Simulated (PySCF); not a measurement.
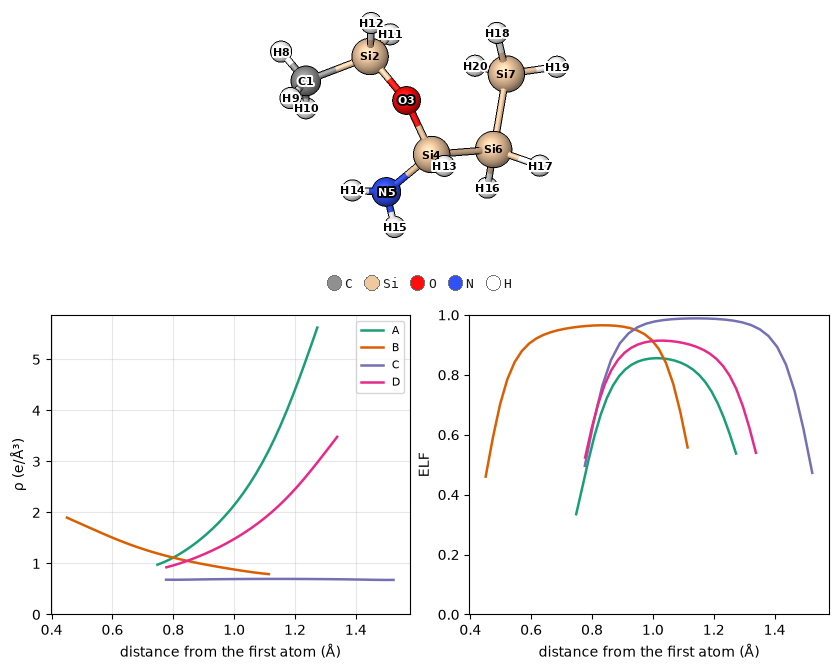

Figure. CH$_{13}$NOSi$_{4}$. Electron density and ELF along straight lines between neighbouring atoms. The curves leave out the atomic cores. The structure is drawn too.

Geometry: GFN2-xTB.

Theory: PBE0/pcSseg-1, SCF density, gas phase, non-relativistic in PySCF.

Input file:

```
{"job": {"kind": "nmr", "xc": "PBE0", "basis": "pcSseg-1"}, "charge": 0, "multiplicity": 1}
C      2.977640     0.824564    -0.144348
Si     1.284962     1.545692    -0.603920
O      0.356494     0.418841    -1.298779
Si    -0.345279    -1.054255    -1.353257
N      0.795619    -2.155852    -0.668817
Si    -2.212534    -1.066373    -0.010156
Si    -2.682935     0.867059     1.175007
H      3.609041     1.573539     0.323528
H      3.504003     0.453924    -1.020300
H      2.876527    -0.002786     0.553132
H      0.591374     2.017065     0.599459
H      1.399925     2.575955    -1.637019
H     -0.514120    -1.200715    -2.809820
H      1.762516    -2.081212    -0.945678
H      0.543006    -3.124309    -0.564533
H     -2.173793    -2.216056     0.918779
H     -3.377488    -1.414943    -0.851438
H     -2.310856     2.074377     0.428844
H     -4.105697     1.028464     1.500958
H     -1.983553     0.947700     2.463312
```

Command:

```sh
OMP_NUM_THREADS=1 python probes_run.py task.json out
```

Which curve belongs to which contact (C–Si, Si–N, Si–O and Si–Si)? The first atom named is at distance zero.

Curve A: Si–O (1.62 Å): ρ is about 1.1 e/Å³ halfway; the ELF peaks at about 0.85 between the atoms; a polar covalent bond. Curve B: C–Si (1.90 Å): ρ is about 0.93 e/Å³ halfway; the ELF peaks at about 0.95 between the atoms: a shared electron pair. Curve C: Si–Si (2.30 Å): the density is about 0.7 e/Å³ at the midpoint; the ELF peaks at about 1 between the atoms, as expected for localised, covalent bonding. Curve D: Si–N (1.73 Å): ρ is about 1.1 e/Å³ halfway; the ELF peaks at about 0.90 between the atoms; a shared but strongly polarised pair.
